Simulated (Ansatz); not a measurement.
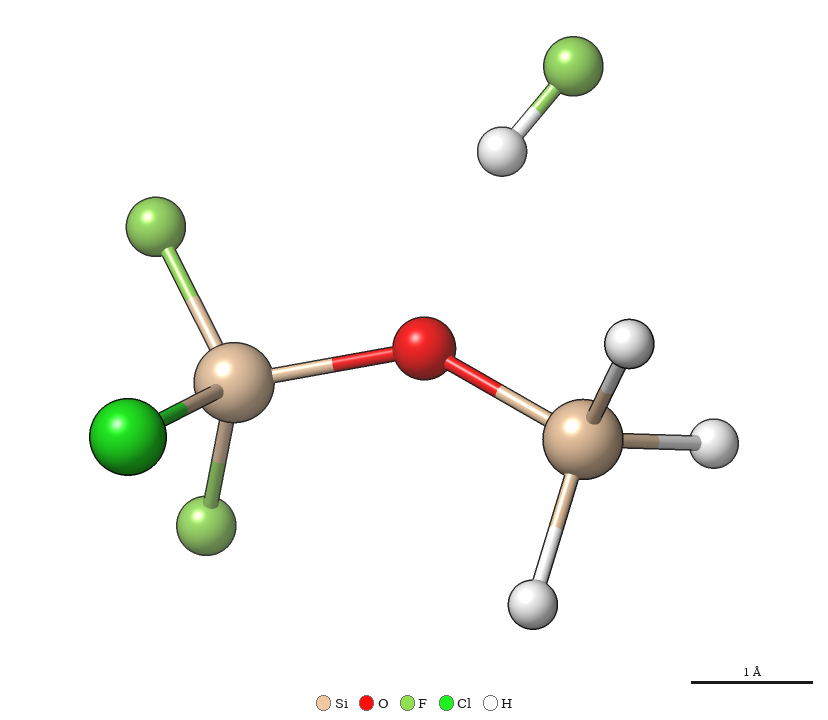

The picture shows the input geometry.

Ansatz 0.2.0 input:

```yaml
crystal:
  periodic: [false, false, false]
  atoms:
    - {symbol: Si, position_ang: [-0.487049, 0.227414, 1.538519]}
    - {symbol: O, position_ang: [-0.108233, 0.141330, -0.024098]}
    - {symbol: Si, position_ang: [0.447405, -1.023866, -1.095163]}
    - {symbol: F, position_ang: [-1.820511, -0.554995, 1.818043]}
    - {symbol: F, position_ang: [-0.724919, 1.738054, 1.886308]}
    - {symbol: Cl, position_ang: [0.966040, -0.528100, 2.703463]}
    - {symbol: H, position_ang: [-0.096948, 1.711712, -0.989457]}
    - {symbol: F, position_ang: [0.042042, 2.299412, -1.696464]}
    - {symbol: H, position_ang: [1.846669, -0.694549, -1.437940]}
    - {symbol: H, position_ang: [-0.428763, -0.975979, -2.283098]}
    - {symbol: H, position_ang: [0.364067, -2.340532, -0.420113]}
basis:
  gaussian: {orbitals: def2-SVP}
hamiltonian: {xc: pbe0, dispersion: d4}
```

Command:

```sh
ansatz run in.yaml --threads 4 --pin off --events-out ev --progress --plain --max-ram 66560MiB --backend cpu
```

Output:

```
Functional definition: PBE0
  name "PBE0"
  cite "Adamo & Barone, J. Chem. Phys. 110, 6158 (1999) doi:10.1063/1.478522"
  cite "Perdew, Burke & Ernzerhof, Phys. Rev. Lett. 77, 3865 (1996) doi:10.1103/PhysRevLett.77.3865"
  parent pbe
  parameter a = 0.25
  parameter kappa = 0.804
  parameter beta = 0.06672455060314922
  exchange = (1 - a)*pbe_x(kappa = kappa, mu = beta*pi^2/3) + a*exact_x
  correlation = pbe_c(beta = beta)
1200 factors; integrals over basis functions are off by at most 1.1e-3 eV
mean field evaluation 1: about -38503.9981 eV, gradient 6.2e1 eV
mean field evaluation 2: about -38498.4220 eV, gradient 8.5e1 eV
mean field evaluation 4: about -38509.8726 eV, gradient 2.7e0 eV
mean field evaluation 8: about -38509.9568 eV, gradient 3.2e-1 eV
mean field evaluation 16: about -38509.9569 eV, gradient 6.2e-5 eV
mean field -38509.95694280 eV, -1415.2148146617 hartree, gradient 6.2e-5 eV, S^2 0.000000; 0 other end points of the search recorded, 0 dependent functions left out
reference -38509.95696853 eV, -1415.2148156070 hartree; 42, 42 occupied and 88, 88 virtual orbitals, 1200 factors
Total energy: -38510.21896765 eV, -1415.2244438972 hartree
```
